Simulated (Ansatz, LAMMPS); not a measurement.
## Atom list for Glassy CaAl2Si6O16 (125 atoms)

125 atoms (10 Al, 5 Ca, 80 O, 30 Si) placed at random at 2.61 g/cm³, melted at 4500 K for 20 ps at fixed volume with the Morse and Coulomb pair potential with partial charges (Pedone, Malavasi, Menziani, Cormack and Segre, J. Phys. Chem. B 110, 11780 (2006)). Quenched from 4500 K to 300 K at 10 K/ps and fixed volume, held 20 ps at zero pressure.

This is the geometry as built. Method: Kohn-Sham DFT, PBE, PAW (set soft_2), plane waves (Ansatz 0.2.0); cutoff 420 eV, Γ point, fixed occupations; density 2.67 g/cm³.

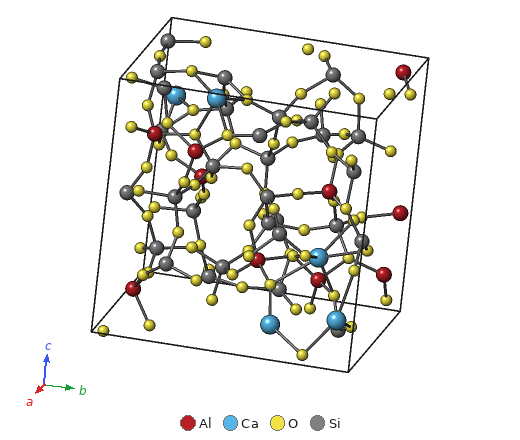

The structure (aluminium red, calcium blue, oxygen yellow, silicon grey). Bonds to atoms that aren't drawn are left out. Some periodic images of atoms are drawn too.

Cell vectors (Å):

```
11.726 0.000 0.000
0.000 11.726 0.000
0.000 0.000 11.726
```

Positions (Å):

```
1 Al 8.921 1.177 1.508
2 Al 0.067 10.674 10.908
3 Al 11.597 3.742 8.927
4 Al 7.367 1.095 8.299
5 Al 5.623 8.915 6.446
6 Al 4.478 2.935 5.921
7 Al 5.501 8.841 2.313
8 Al 1.280 11.459 4.812
9 Al 7.308 6.330 3.269
10 Al 3.459 11.408 2.480
11 Ca 0.413 0.668 8.321
12 Ca 10.195 7.718 1.204
13 Ca 7.963 9.169 3.994
14 Ca 8.279 3.856 10.590
15 Ca 11.296 10.862 2.163
16 O 4.798 0.583 2.307
17 O 8.040 9.075 11.597
18 O 3.641 9.442 10.358
19 O 4.872 4.076 0.483
20 O 4.084 8.906 5.636
21 O 1.552 11.361 10.352
22 O 10.845 10.656 9.420
23 O 10.158 3.125 4.731
24 O 6.028 0.407 9.182
25 O 4.580 6.969 10.414
26 O 2.282 0.577 3.594
27 O 11.104 2.256 9.872
28 O 4.783 8.490 0.774
29 O 2.501 1.860 8.343
30 O 10.200 1.148 6.349
31 O 6.082 7.686 3.380
32 O 0.671 6.635 1.989
33 O 6.874 7.730 6.455
34 O 6.983 7.333 9.822
35 O 8.615 11.438 4.837
36 O 8.934 11.148 1.336
37 O 7.315 1.499 1.926
38 O 0.662 2.339 3.931
39 O 10.016 10.506 6.966
40 O 7.655 5.853 4.892
41 O 7.598 5.458 7.440
42 O 2.263 8.725 8.273
43 O 8.587 7.249 2.586
44 O 0.160 7.986 6.578
45 O 7.202 0.876 6.668
46 O 2.366 7.453 11.705
47 O 1.906 4.847 0.479
48 O 11.357 4.387 2.999
49 O 11.294 11.409 4.553
50 O 9.582 7.292 10.379
51 O 2.333 6.438 7.541
52 O 3.999 9.833 3.121
53 O 5.004 6.075 8.058
54 O 10.255 8.960 4.601
55 O 6.326 1.010 4.229
56 O 8.666 9.348 9.072
57 O 4.947 8.991 8.038
58 O 2.261 2.033 11.465
59 O 1.835 0.384 6.355
60 O 2.447 11.471 1.065
61 O 1.868 9.846 4.501
62 O 11.397 9.523 0.374
63 O 0.128 7.138 8.893
64 O 9.414 7.165 6.271
65 O 1.529 3.994 9.282
66 O 9.368 2.172 0.081
67 O 6.144 4.851 10.167
68 O 3.377 11.075 8.121
69 O 7.289 2.892 8.527
70 O 0.107 2.966 0.558
71 O 4.101 5.320 2.761
72 O 10.181 1.767 2.547
73 O 4.153 0.379 11.007
74 O 8.738 0.249 8.810
75 O 6.578 5.156 2.241
76 O 6.434 10.299 5.531
77 O 3.406 4.085 7.372
78 O 8.712 3.371 6.619
79 O 6.857 9.863 2.080
80 O 2.329 2.827 2.201
81 O 11.326 0.467 0.022
82 O 1.813 5.412 3.928
83 O 5.321 2.981 2.846
84 O 11.355 6.621 4.473
85 O 4.088 3.411 9.692
86 O 6.652 11.302 11.597
87 O 4.307 1.426 6.615
88 O 10.515 4.912 9.599
89 O 5.919 3.612 6.302
90 O 2.985 7.526 3.811
91 O 11.212 3.327 7.340
92 O 4.008 5.765 5.468
93 O 3.184 2.891 4.775
94 O 6.045 2.211 11.060
95 O 0.047 6.282 11.274
96 Si 10.878 1.895 11.389
97 Si 3.848 8.191 11.303
98 Si 7.327 3.866 7.226
99 Si 2.867 3.409 8.741
100 Si 0.322 5.782 3.340
101 Si 5.987 1.519 2.746
102 Si 7.832 6.545 6.351
103 Si 1.289 7.604 7.810
104 Si 10.106 2.790 6.310
105 Si 3.753 5.664 7.021
106 Si 5.735 6.321 9.508
107 Si 5.712 0.625 10.705
108 Si 10.016 11.382 5.592
109 Si 8.237 8.199 10.189
110 Si 5.165 4.430 2.129
111 Si 3.584 9.591 8.610
112 Si 7.611 10.357 0.743
113 Si 2.605 0.399 11.328
114 Si 5.239 3.590 10.775
115 Si 3.231 8.988 4.314
116 Si 1.711 3.261 0.682
117 Si 10.945 2.880 3.419
118 Si 10.711 7.770 5.533
119 Si 7.006 0.088 5.322
120 Si 3.140 0.632 7.350
121 Si 3.320 5.949 3.968
122 Si 9.510 10.584 8.574
123 Si 2.218 2.331 3.688
124 Si 1.322 6.417 0.484
125 Si 10.878 6.415 9.908
```

**Question.** What force acts on each atom?

Columns: atom, fx, fy, fz (forces in eV/Å).

```
1 -0.494 0.717 0.170
2 -1.263 -0.060 0.323
3 -0.211 -1.060 1.077
4 -1.085 0.076 0.683
5 0.093 1.048 -0.856
6 -1.518 -0.256 -0.354
7 -1.964 -0.095 -0.378
8 1.165 -0.581 0.845
9 -0.521 0.985 0.079
10 -2.082 -0.441 0.139
11 -0.894 0.047 -0.012
12 -0.287 -0.006 0.149
13 0.804 -1.017 0.385
14 0.363 -0.828 -0.530
15 0.003 0.475 -0.287
16 1.253 0.448 -1.238
17 0.834 -2.070 -1.219
18 -0.451 1.273 -2.776
19 -1.102 1.252 2.864
20 0.341 -0.153 0.513
21 0.999 0.418 -1.382
22 2.267 0.130 0.445
23 -1.168 0.666 1.923
24 0.003 0.077 -0.684
25 -0.840 0.063 0.470
26 0.844 0.467 0.101
27 0.439 0.620 -2.861
28 0.567 0.384 1.569
29 -0.386 -1.479 0.074
30 0.700 0.226 0.761
31 0.059 -0.440 0.970
32 -0.715 1.126 -0.996
33 -1.961 2.814 0.650
34 -0.179 -1.167 -0.939
35 -1.399 -0.383 -1.548
36 0.674 -0.406 -0.148
37 0.659 0.552 -0.816
38 -1.253 -0.487 1.294
39 -0.076 -0.928 0.984
40 -0.118 -0.544 0.531
41 -0.413 -1.917 3.571
42 -0.310 2.170 0.472
43 1.457 0.641 -0.938
44 3.336 0.268 2.293
45 -0.404 0.119 -1.236
46 1.715 1.716 -0.252
47 0.753 0.559 -0.048
48 -0.931 0.589 -1.856
49 -0.329 -0.097 -0.105
50 -0.287 -0.705 0.618
51 1.877 -2.274 -1.380
52 1.357 -0.357 -1.158
53 -0.429 -0.368 -0.947
54 -0.779 1.682 -0.915
55 0.025 0.073 1.066
56 -1.688 -2.631 0.539
57 0.126 0.351 0.898
58 0.614 0.304 -0.710
59 -0.512 -0.264 0.888
60 -0.659 -1.037 0.564
61 -0.392 -0.145 -0.203
62 -0.069 -0.821 1.168
63 0.685 0.369 -0.387
64 -1.364 -1.052 1.625
65 -0.844 1.333 0.372
66 -2.368 0.710 -0.270
67 1.440 -0.135 -0.153
68 0.359 -1.455 1.758
69 0.150 0.510 1.897
70 -0.894 0.220 -0.067
71 -2.125 1.503 0.702
72 0.363 -0.352 -0.028
73 1.179 -0.047 -0.780
74 1.012 -0.269 0.601
75 0.416 -0.427 -0.900
76 -0.197 -0.202 -0.073
77 0.631 0.186 -1.979
78 -1.652 0.780 0.218
79 0.423 0.756 0.053
80 0.538 1.518 -2.968
81 0.100 -2.842 1.433
82 -0.325 -1.434 0.304
83 -0.450 0.934 0.444
84 -0.878 0.410 0.346
85 1.455 0.100 1.523
86 -0.625 1.091 -0.698
87 0.296 -2.199 0.813
88 -1.985 -0.621 -0.258
89 3.549 1.651 1.375
90 0.141 -1.463 -1.392
91 0.582 -0.232 -0.789
92 0.436 -0.329 -1.095
93 0.751 0.983 0.279
94 1.044 0.532 -0.167
95 -1.889 0.812 -0.006
96 2.310 2.826 1.187
97 -0.370 -2.847 -1.074
98 -1.976 -1.346 -2.290
99 -1.427 -1.914 -0.661
100 1.681 -0.511 1.617
101 -0.627 0.119 0.277
102 3.600 0.548 -5.147
103 -3.749 -0.579 -2.087
104 1.141 -1.657 -1.754
105 -1.101 1.716 3.061
106 -1.887 0.982 0.369
107 0.358 -1.411 0.582
108 1.098 1.006 0.805
109 1.093 3.667 -0.373
110 3.924 -2.912 -2.845
111 1.280 -2.266 2.767
112 -0.335 1.142 0.742
113 -0.779 1.069 1.561
114 -0.503 -0.013 -0.071
115 -0.580 1.846 1.108
116 -0.483 -1.877 1.402
117 1.350 -0.249 -0.386
118 -0.417 -1.166 -1.922
119 1.019 -1.011 1.292
120 -0.561 4.682 -3.137
121 -1.896 1.615 1.366
122 -0.244 1.673 -1.547
123 -0.189 -1.946 -0.833
124 0.527 -3.029 1.000
125 1.634 1.189 0.950
```

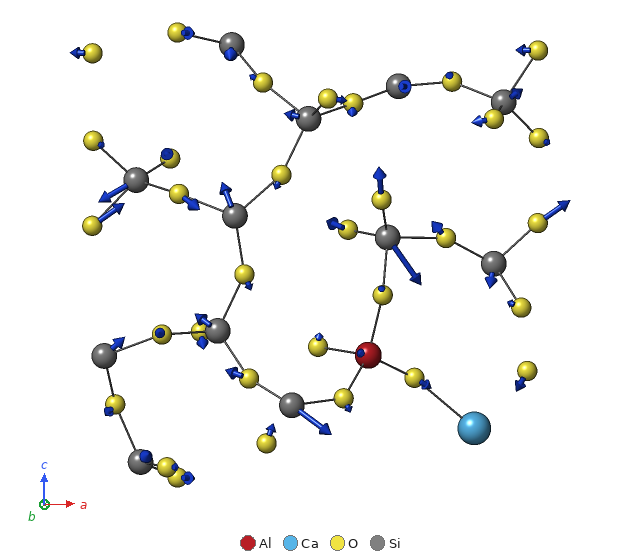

The forces as arrows, the longest 6.30 eV/Å. Drawn is a slice 4 Å thick, seen along the normal of the ac plane. Bonds to atoms that aren't drawn are left out.

The quench rate of 10 K/ps is many orders above laboratory rates, so the cell is likely richer in defects and strain than a real sample. The force components of 1.3 eV/Å r.m.s. hold both thermal displacement and the mismatch between the potential that made the cell and DFT. The network of bonds at the start is that of the classical potential that made the cell, and needn't be the one that DFT or experiment would give. Only the Γ point is sampled, in a cell whose shortest periodic width is 12 Å.

The r.m.s. force component is 1.29 eV/Å; the longest force, 6.30 eV/Å, acts on Si102.

[Logs are printed without paths, hosts, clocks, repeated set-up lines and the standing remarks that a program may print on its own settings, such as how far it seeks lower states.]

[Hosts, paths, dates, database ids (printed as entryN), source tags and the programs' standing remarks are cut or masked in the printed files.]
